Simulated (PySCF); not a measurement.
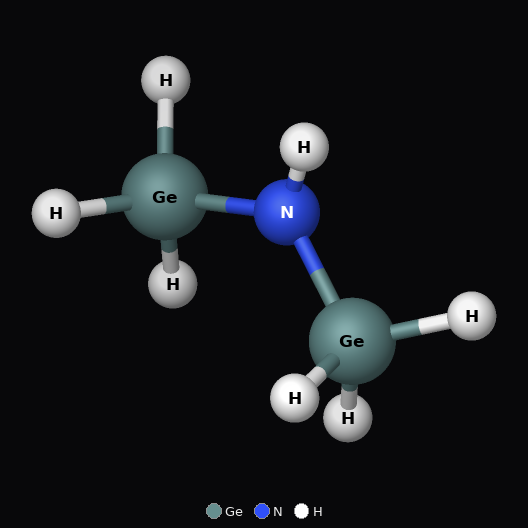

Computed geometry: PBE0-D3(BJ)/def2-SVP optimisation. No frequency run is at hand to confirm it as a minimum. Properties computed with PBE0-D3(BJ)/def2-SVP, gas phase (PySCF 2.14.0).

What are the rotational constants?

Answer. 21.302, 1.171, 1.142 GHz.
